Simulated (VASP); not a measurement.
Shape and ions are relaxed at each volume.

Energy against volume of Lu (hcp). Computed with PBE GGA, VASP's PBE PAW potentials (set 64) (plane waves; VASP 6.6.1).

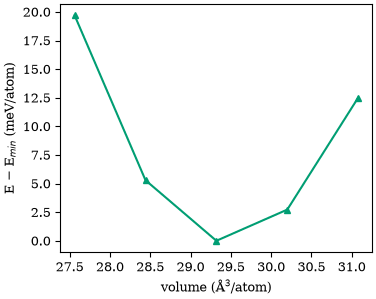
Figure: Energy against volume

Task: Estimate the equilibrium volume and the bulk modulus.

Result: The minimum lies near 29.4 Å³/atom, and the curvature gives B0 of about 48 GPa.

Measured: bulk modulus 47.6 GPa (computed value off by +0.7 %), as given by Wikipedia, Lutetium (infobox). The calculation is for a static lattice, while the measured bulk modulus holds thermal and zero-point effects, which are part of the difference.

The compound is Lu in the hcp structure. It was relaxed first.
